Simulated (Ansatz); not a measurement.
# Cl3H6NSi2: search for a transition state, part 2 of 2

Ansatz 0.2.0, Gaussian basis; PBE0-D4. The steps go on from the part before.

### Step 7. Relaxing after a step of 0.30 Å one way along the mode

The input, downa/in.yaml:

```yaml
crystal:
  periodic: [false, false, false]
  atoms:
    - {symbol: Si, position_ang: [-0.867430, 0.687061, -0.664886]}
    - {symbol: Si, position_ang: [0.472031, -1.107277, 1.433400]}
    - {symbol: Cl, position_ang: [-1.733565, 1.827155, -2.121946]}
    - {symbol: Cl, position_ang: [-1.802379, -1.112918, -0.995794]}
    - {symbol: Cl, position_ang: [-1.300492, 1.737152, 1.046485]}
    - {symbol: H, position_ang: [0.845139, -0.171065, 0.084507]}
    - {symbol: N, position_ang: [0.813529, 0.719873, -1.165851]}
    - {symbol: H, position_ang: [1.350794, -0.612891, 2.509693]}
    - {symbol: H, position_ang: [-0.908451, -1.275290, 2.050465]}
    - {symbol: H, position_ang: [0.899745, -2.469041, 1.052285]}
    - {symbol: H, position_ang: [1.041947, 0.132344, -1.940545]}
    - {symbol: H, position_ang: [1.189130, 1.644897, -1.287813]}
basis:
  gaussian: {orbitals: def2-TZVP}
hamiltonian: {xc: pbe0, dispersion: d4}
relax: {f_tol: 0.005, max_steps: 200}
```

Launch:

```
> ansatz run in.yaml --threads 4 --pin off --events-out ev --progress --plain --max-ram 66560MiB --backend cuda --devices 0, --max-vram 37GiB
```

What it wrote:

```text
Functional definition: PBE0
  name "PBE0"
  cite "Adamo & Barone, J. Chem. Phys. 110, 6158 (1999) doi:10.1063/1.478522"
  cite "Perdew, Burke & Ernzerhof, Phys. Rev. Lett. 77, 3865 (1996) doi:10.1103/PhysRevLett.77.3865"
  parent pbe
  parameter a = 0.25
  parameter kappa = 0.804
  parameter beta = 0.06672455060314922
  exchange = (1 - a)*pbe_x(kappa = kappa, mu = beta*pi^2/3) + a*exact_x
  correlation = pbe_c(beta = beta)
1759 factors; their error is unknown
mean field evaluation 1: about -54889.5379 eV, gradient 5.7e1 eV
mean field evaluation 2: about -54882.2091 eV, gradient 7.7e1 eV
mean field evaluation 4: about -54895.4048 eV, gradient 3.6e0 eV
mean field evaluation 8: about -54895.4318 eV, gradient 5.3e-2 eV
mean field evaluation 16: about -54895.6087 eV, gradient 8.5e-5 eV
mean field -54895.60865021 eV, -2017.3764083151 hartree, gradient 3.3e-5 eV, S^2 0.000000; 0 other end points of the search recorded, 0 dependent functions left out
the calculation of the forces begins
reference -54895.60868734 eV, -2017.3764096798 hartree; 46, 46 occupied and 206, 206 virtual orbitals, 1759 factors
relax step   1: F+E_penalty+E_count = -54896.00860893 eV  Δ(F+E_penalty+E_count) = +0.000e0 eV  max|allowed force component| = 2.144e0 eV/Å  Δτ_max = 0.0000 Å  (28 SCF iters, accepted)
these checks for a lower state are left out or cut short: starts, cluster_reference, orbital_swaps, neighbouring_geometries, increment
1759 factors; their error is unknown
mean field -54896.34297829 eV, -2017.4033943744 hartree, gradient 1.0e-5 eV, S^2 0.000000; 0 other end points of the search recorded, 0 dependent functions left out
the calculation of the forces begins
reference -54896.34301567 eV, -2017.4033957479 hartree; 46, 46 occupied and 206, 206 virtual orbitals, 1759 factors
relax step   2: F+E_penalty+E_count = -54896.74409518 eV  Δ(F+E_penalty+E_count) = -7.355e-1 eV  max|allowed force component| = 2.220e0 eV/Å  Δτ_max = 0.1929 Å  (36 SCF iters, accepted)
these checks for a lower state are left out or cut short: starts, cluster_reference, orbital_swaps, neighbouring_geometries, increment
1759 factors; their error is unknown
mean field evaluation 32: about -54896.7215 eV, gradient 1.5e-5 eV
mean field -54896.72150630 eV, -2017.4173050223 hartree, gradient 1.5e-5 eV, S^2 0.000000; 0 other end points of the search recorded, 0 dependent functions left out
the calculation of the forces begins
reference -54896.72154366 eV, -2017.4173063952 hartree; 46, 46 occupied and 206, 206 virtual orbitals, 1759 factors
relax step   3: F+E_penalty+E_count = -54897.12237173 eV  Δ(F+E_penalty+E_count) = -3.783e-1 eV  max|allowed force component| = 1.685e0 eV/Å  Δτ_max = 0.1950 Å  (29 SCF iters, accepted)
[... from here on, the SCF cycles and remarks between the steps are left out ...]
relax step   4: F+E_penalty+E_count = -54897.51602399 eV  Δ(F+E_penalty+E_count) = -3.937e-1 eV  max|allowed force component| = 1.179e0 eV/Å  Δτ_max = 0.1945 Å  (29 SCF iters, accepted)
relax step   5: F+E_penalty+E_count = -54897.68123295 eV  Δ(F+E_penalty+E_count) = -1.652e-1 eV  max|allowed force component| = 7.961e-1 eV/Å  Δτ_max = 0.1999 Å  (30 SCF iters, accepted)
relax step   6: F+E_penalty+E_count = -54897.78013343 eV  Δ(F+E_penalty+E_count) = -9.890e-2 eV  max|allowed force component| = 2.294e-1 eV/Å  Δτ_max = 0.2000 Å  (30 SCF iters, accepted)
relax step   7: F+E_penalty+E_count = -54897.78931518 eV  Δ(F+E_penalty+E_count) = -9.182e-3 eV  max|allowed force component| = 4.611e-1 eV/Å  Δτ_max = 0.2000 Å  (29 SCF iters, accepted)
relax step   8: F+E_penalty+E_count = -54897.81283051 eV  Δ(F+E_penalty+E_count) = -2.352e-2 eV  max|allowed force component| = 8.953e-2 eV/Å  Δτ_max = 0.1358 Å  (30 SCF iters, accepted)
relax step   9: F+E_penalty+E_count = -54897.81635837 eV  Δ(F+E_penalty+E_count) = -3.528e-3 eV  max|allowed force component| = 2.839e-2 eV/Å  Δτ_max = 0.0530 Å  (30 SCF iters, accepted)
relax step  10: F+E_penalty+E_count = -54897.81801117 eV  Δ(F+E_penalty+E_count) = -1.653e-3 eV  max|allowed force component| = 2.023e-1 eV/Å  Δτ_max = 0.0948 Å  (30 SCF iters, accepted)
relax step  11: F+E_penalty+E_count = -54897.81962946 eV  Δ(F+E_penalty+E_count) = -1.618e-3 eV  max|allowed force component| = 4.382e-2 eV/Å  Δτ_max = 0.0167 Å  (32 SCF iters, accepted)
relax step  12: F+E_penalty+E_count = -54897.82097458 eV  Δ(F+E_penalty+E_count) = -1.345e-3 eV  max|allowed force component| = 1.507e-2 eV/Å  Δτ_max = 0.0547 Å  (30 SCF iters, accepted)
relax step  13: F+E_penalty+E_count = -54897.82189186 eV  Δ(F+E_penalty+E_count) = -9.173e-4 eV  max|allowed force component| = 3.313e-2 eV/Å  Δτ_max = 0.0635 Å  (30 SCF iters, accepted)
relax step  14: F+E_penalty+E_count = -54897.82230423 eV  Δ(F+E_penalty+E_count) = -4.124e-4 eV  max|allowed force component| = 5.053e-2 eV/Å  Δτ_max = 0.0734 Å  (30 SCF iters, accepted)
relax step  15: F+E_penalty+E_count = -54897.82249332 eV  Δ(F+E_penalty+E_count) = -1.891e-4 eV  max|allowed force component| = 4.280e-2 eV/Å  Δτ_max = 0.0168 Å  (31 SCF iters, accepted)
relax step  16: F+E_penalty+E_count = -54897.82308691 eV  Δ(F+E_penalty+E_count) = -5.936e-4 eV  max|allowed force component| = 8.839e-3 eV/Å  Δτ_max = 0.0281 Å  (31 SCF iters, accepted)
relax step  17: F+E_penalty+E_count = -54897.82356253 eV  Δ(F+E_penalty+E_count) = -4.756e-4 eV  max|allowed force component| = 2.313e-2 eV/Å  Δτ_max = 0.0568 Å  (30 SCF iters, accepted)
relax step  18: F+E_penalty+E_count = -54897.82308102 eV  Δ(F+E_penalty+E_count) = +4.815e-4 eV  max|allowed force component| = 1.479e-1 eV/Å  Δτ_max = 0.1215 Å  (29 SCF iters, rejected (line search))
relax step  19: F+E_penalty+E_count = -54897.82415529 eV  Δ(F+E_penalty+E_count) = -5.928e-4 eV  max|allowed force component| = 4.340e-2 eV/Å  Δτ_max = 0.0590 Å  (30 SCF iters, accepted)
relax step  20: F+E_penalty+E_count = -54897.82455571 eV  Δ(F+E_penalty+E_count) = -4.004e-4 eV  max|allowed force component| = 1.129e-1 eV/Å  Δτ_max = 0.0974 Å  (29 SCF iters, accepted)
relax step  21: F+E_penalty+E_count = -54897.82528706 eV  Δ(F+E_penalty+E_count) = -7.313e-4 eV  max|allowed force component| = 7.312e-2 eV/Å  Δτ_max = 0.0119 Å  (31 SCF iters, accepted)
relax step  22: F+E_penalty+E_count = -54897.82629207 eV  Δ(F+E_penalty+E_count) = -1.005e-3 eV  max|allowed force component| = 3.292e-2 eV/Å  Δτ_max = 0.0424 Å  (30 SCF iters, accepted)
relax step  23: F+E_penalty+E_count = -54897.82712127 eV  Δ(F+E_penalty+E_count) = -8.292e-4 eV  max|allowed force component| = 3.498e-2 eV/Å  Δτ_max = 0.0774 Å  (30 SCF iters, accepted)
relax step  24: F+E_penalty+E_count = -54897.82630714 eV  Δ(F+E_penalty+E_count) = +8.141e-4 eV  max|allowed force component| = 1.218e-1 eV/Å  Δτ_max = 0.1484 Å  (28 SCF iters, rejected (line search))
relax step  25: F+E_penalty+E_count = -54897.82774377 eV  Δ(F+E_penalty+E_count) = -6.225e-4 eV  max|allowed force component| = 3.283e-2 eV/Å  Δτ_max = 0.0728 Å  (30 SCF iters, accepted)
relax step  26: F+E_penalty+E_count = -54897.82737643 eV  Δ(F+E_penalty+E_count) = +3.673e-4 eV  max|allowed force component| = 7.657e-2 eV/Å  Δτ_max = 0.0656 Å  (30 SCF iters, rejected (line search))
relax step  27: F+E_penalty+E_count = -54897.82805005 eV  Δ(F+E_penalty+E_count) = -3.063e-4 eV  max|allowed force component| = 1.823e-2 eV/Å  Δτ_max = 0.0322 Å  (30 SCF iters, accepted)
relax step  28: F+E_penalty+E_count = -54897.82810576 eV  Δ(F+E_penalty+E_count) = -5.571e-5 eV  max|allowed force component| = 9.835e-3 eV/Å  Δτ_max = 0.0203 Å  (31 SCF iters, accepted)
relax step  29: F+E_penalty+E_count = -54897.82812449 eV  Δ(F+E_penalty+E_count) = -1.873e-5 eV  max|allowed force component| = 6.577e-3 eV/Å  Δτ_max = 0.0084 Å  (32 SCF iters, accepted)
these checks for a lower state are left out or cut short: starts, cluster_reference, orbital_swaps, neighbouring_geometries, increment
1759 factors; their error is unknown
mean field -54897.47879121 eV, -2017.4451347292 hartree, gradient 1.6e-5 eV, S^2 0.000000; 0 other end points of the search recorded, 0 dependent functions left out
the calculation of the forces begins
reference -54897.47883089 eV, -2017.4451361877 hartree; 46, 46 occupied and 206, 206 virtual orbitals, 1759 factors
relax step  30: F+E_penalty+E_count = -54897.82813618 eV  Δ(F+E_penalty+E_count) = -1.170e-5 eV  max|allowed force component| = 4.231e-3 eV/Å  Δτ_max = 0.0022 Å  (22 SCF iters, accepted)
1759 factors; their error is unknown
mean field evaluation 224: about -54891.0270 eV, gradient 5.8e1 eV
mean field -54897.47879121 eV, -2017.4451347292 hartree, gradient 1.6e-5 eV, S^2 0.000000; 1 other end points of the search recorded, 0 dependent functions left out
the calculation of the forces begins
reference -54897.47883089 eV, -2017.4451361877 hartree; 46, 46 occupied and 206, 206 virtual orbitals, 1759 factors
Total energy: -54897.82817587 eV, -2017.4579743789 hartree
Atom 0 at    -1.030258     1.006727    -1.223329 Å, force     0.004231    -0.000052    -0.001449 eV/Å
Atom 1 at     0.699210    -1.489770     1.970889 Å, force     0.001086    -0.002498    -0.000006 eV/Å
Atom 2 at    -2.355606     1.822053    -2.545365 Å, force    -0.000863    -0.000184     0.000061 eV/Å
Atom 3 at    -1.512133    -0.961433    -1.052806 Å, force     0.000065     0.001479     0.000497 eV/Å
Atom 4 at    -1.278808     1.979962     0.541579 Å, force    -0.000544    -0.000620     0.000901 eV/Å
Atom 5 at     1.297862    -0.474380     1.069181 Å, force    -0.000655    -0.000542     0.001018 eV/Å
Atom 6 at     0.589470     1.117145    -1.663023 Å, force    -0.002608     0.000230    -0.001987 eV/Å
Atom 7 at     1.574211    -1.670077     3.158979 Å, force    -0.001459     0.000657    -0.001401 eV/Å
Atom 8 at    -0.643840    -1.040864     2.413657 Å, force     0.000750     0.000158    -0.000108 eV/Å
Atom 9 at     0.581800    -2.784708     1.253412 Å, force     0.000078     0.002017     0.000830 eV/Å
Atom 10 at     0.977957     0.518130    -2.372571 Å, force     0.000346     0.000200     0.001430 eV/Å
Atom 11 at     1.100132     1.977214    -1.550604 Å, force    -0.000426    -0.000844     0.000213 eV/Å
Dipole moment:     0.428770     0.117010    -0.249885 e Å
```

It took 1.8 min on 1 × a share of an NVIDIA H100 with 4 threads of AMD EPYC 7R13, shared host; peak host memory 0.9 GiB.

Along the way:

```
step  energy from step 1 (eV)  largest force component (eV/Å)
   1                   0.0000                          2.1443
   2                  -0.7355                          2.2197
   3                  -1.1138                          1.6852
   4                  -1.5074                          1.1787
   5                  -1.6726                          0.7961
   6                  -1.7715                          0.2294
   7                  -1.7807                          0.4611
   8                  -1.8042                          0.0895
   9                  -1.8077                          0.0284
  10                  -1.8094                          0.2023
  11                  -1.8110                          0.0438
  12                  -1.8124                          0.0151
  13                  -1.8133                          0.0331
  14                  -1.8137                          0.0505
  15                  -1.8139                          0.0428
  16                  -1.8145                          0.0088
  17                  -1.8150                          0.0231
  18                  -1.8145                          0.1479
  19                  -1.8155                          0.0434
  20                  -1.8159                          0.1129
  21                  -1.8167                          0.0731
  22                  -1.8177                          0.0329
  23                  -1.8185                          0.0350
  24                  -1.8177                          0.1218
  25                  -1.8191                          0.0328
  26                  -1.8188                          0.0766
  27                  -1.8194                          0.0182
  28                  -1.8195                          0.0098
  29                  -1.8195                          0.0066
  30                  -1.8195                          0.0042
```

Close pairs (by a distance rule), those that changed most:

| bond | before (Å) | after (Å) | change (Å) |
| --- | --- | --- | --- |
| Si2–H6 | 1.684 | 1.484 | -0.200 |
| Si1–N7 | 1.754 | 1.682 | -0.072 |
| Si2–H9 | 1.521 | 1.484 | -0.038 |
| Si1–Cl5 | 2.054 | 2.031 | -0.023 |
| Si1–Cl4 | 2.055 | 2.033 | -0.022 |
| Si2–H8 | 1.475 | 1.487 | +0.012 |
| N7–H11 | 0.999 | 1.007 | +0.008 |
| Si2–H10 | 1.477 | 1.485 | +0.008 |

### Step 8. Relaxing after a step of 0.30 Å the other way along the mode

The input, downb/in.yaml:

```yaml
crystal:
  periodic: [false, false, false]
  atoms:
    - {symbol: Si, position_ang: [-0.947286, 0.512072, -0.528278]}
    - {symbol: Si, position_ang: [0.342912, -1.095735, 1.398804]}
    - {symbol: Cl, position_ang: [-1.670070, 1.787365, -2.079538]}
    - {symbol: Cl, position_ang: [-1.961834, -1.174184, -1.007069]}
    - {symbol: Cl, position_ang: [-1.311520, 1.770500, 1.019145]}
    - {symbol: H, position_ang: [1.113308, 0.226502, -0.276083]}
    - {symbol: N, position_ang: [0.873238, 0.642844, -1.059715]}
    - {symbol: H, position_ang: [1.315954, -0.594615, 2.467469]}
    - {symbol: H, position_ang: [-0.913340, -1.318967, 2.127966]}
    - {symbol: H, position_ang: [0.871486, -2.481798, 1.051196]}
    - {symbol: H, position_ang: [1.035358, 0.128831, -1.951767]}
    - {symbol: H, position_ang: [1.251794, 1.597185, -1.162129]}
basis:
  gaussian: {orbitals: def2-TZVP}
hamiltonian: {xc: pbe0, dispersion: d4}
relax: {f_tol: 0.005, max_steps: 200}
```

Launch:

```
> ansatz run in.yaml --threads 4 --pin off --events-out ev --progress --plain --max-ram 66560MiB --backend cuda --devices 0, --max-vram 37GiB
```

What it wrote (excerpt; [...] marks lines left out):

```text
Functional definition: PBE0
  name "PBE0"
  cite "Adamo & Barone, J. Chem. Phys. 110, 6158 (1999) doi:10.1063/1.478522"
  cite "Perdew, Burke & Ernzerhof, Phys. Rev. Lett. 77, 3865 (1996) doi:10.1103/PhysRevLett.77.3865"
  parent pbe
[...]
1759 factors; their error is unknown
[...]
mean field -54894.84697523 eV, -2017.3484172760 hartree, gradient 2.0e-5 eV, S^2 0.000000; 0 other end points of the search recorded, 0 dependent functions left out
[...]
Atom 8 at    -0.705244    -2.224079     1.733674 Å, force     0.000206    -0.000166    -0.001235 eV/Å
Atom 9 at     0.840882    -1.965469    -0.091773 Å, force     0.000256    -0.000272    -0.001132 eV/Å
Atom 10 at     2.227802     0.257308    -1.011182 Å, force     0.001618     0.000090     0.002608 eV/Å
Atom 11 at     1.091546     1.342705    -1.452727 Å, force    -0.001085    -0.001756    -0.003016 eV/Å
Dipole moment:     0.724881     0.096336    -0.086464 e Å
```

Run time: 89 s. Hardware: 1 × a share of an NVIDIA H100 with 4 threads of AMD EPYC 7R13, shared host; peak host memory 0.9 GiB.

The steps of the relaxation: (not every step is listed) (the energy doesn't fall at every step)

```
step  energy from step 1 (eV)  largest force component (eV/Å)
   1                   0.0000                          6.6260
   2                  -0.8439                          1.0937
   3                  -1.1609                          1.3887
   4                  -1.3289                          1.1101
   5                  -1.3886                          0.9388
   6                  -1.4204                          0.3044
   7                  -1.4449                          0.1809
   8                  -1.4806                          0.2946
   9                  -1.5238                          0.5349
  11                  -1.7140                          0.5839
  13                  -1.9203                          0.4741
  15                  -2.0551                          0.1812
  17                  -2.0792                          0.5457
  19                  -2.1035                          0.3949
  21                  -2.1526                          0.1749
  23                  -2.1811                          0.2927
  25                  -2.1937                          0.0241
  27                  -2.1944                          0.0222
  29                  -2.1946                          0.0048
  31                  -2.1947                          0.0443
  33                  -2.1949                          0.0025
  35                  -2.1952                          0.0114
  36                  -2.1936                          0.2018
  37                  -2.1954                          0.0199
  38                  -2.1955                          0.0713
  39                  -2.1957                          0.0670
  40                  -2.1963                          0.0031
```

Distances of close pairs at the start and the end, largest changes first:

| bond | before (Å) | after (Å) | change (Å) |
| --- | --- | --- | --- |
| Si1–N7 | 1.901 | 3.093 | +1.192 |
| Si1–Si2 | 2.822 | 2.332 | -0.490 |
| H6–N7 | 0.919 | 1.013 | +0.093 |
| Si1–Cl3 | 2.134 | 2.054 | -0.080 |
| Si2–H8 | 1.530 | 1.482 | -0.047 |
| Si2–H10 | 1.524 | 1.482 | -0.042 |
| N7–H11 | 1.042 | 1.013 | -0.029 |
| Si1–Cl4 | 2.025 | 2.054 | +0.029 |

### Step 9. The three structures

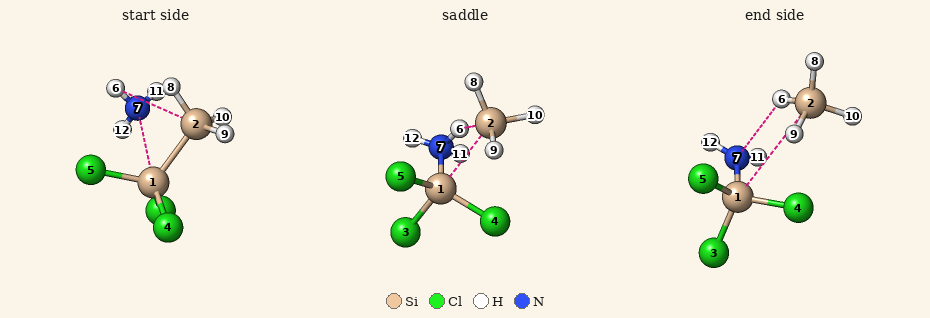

The minimum on the start side, the saddle and the minimum on the end side; broken lines mark the pairs that change.

```csv
pair,start side (Å),saddle (Å),end side (Å)
Si1–N7,3.093,1.827,1.682
Si2–H6,3.369,1.972,1.484
Si1–Si2,2.332,2.945,4.408
H6–N7,1.013,1.217,3.240
```

### Step 10. Outcome

This closing draws on all 2 parts.

| quantity | value |
| --- | --- |
| imaginary mode | 1244i cm⁻¹ |
| barrier from the start side | 2.000 eV |
| barrier from the end side | 2.373 eV |
| energy of the step | -0.373 eV |
| pairs that change | Si1–N7 formed, Si2–H6 formed, Si1–Si2 broken, H6–N7 broken |
| zero-point energy at the saddle | 1.698 eV |

What this shows: The point has a single imaginary mode (1244i cm⁻¹), as a transition state must. The two relaxations end on the structures that were planned. At PBE0-D4/def2-TZVP the electronic barrier is 2.000 eV, about 78 kT at 298 K, and the step runs 0.373 eV downhill. With so stiff a mode tunnelling counts: Wigner's rough correction is a factor of 2.5 at 298 K. A step off the saddle overshot and began above it in energy, so the link to its end is likely but not proven.
